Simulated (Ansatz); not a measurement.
The starting structures come from a database of crystals and need not be the phases stable at ambient conditions.

 Where the default PAW files enter, the runs use the earlier of Ansatz's two default sets.

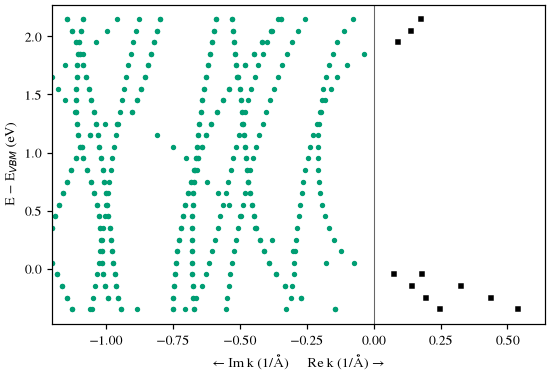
Complex bands at the centre of the two-dimensional zone; r2SCAN (Ansatz, a first-principles code)

The gap is the functional's own. No spin-orbit coupling. Mid-gap values are interpolated on the energy grid.

This is BaCuSF (P4/nmm, not sure to be the ambient phase, 8 atoms a cell, 19.4 Å³ an atom, -2 GPa at this level) along the normal of (100). Read off the slowest decay at the centre of the two-dimensional zone at 0.95 eV, the computed energy nearest the middle of the gap.

κ ≈ 0.21 1/Å, a decay length 1/(2κ) of the density of 2.4 Å.
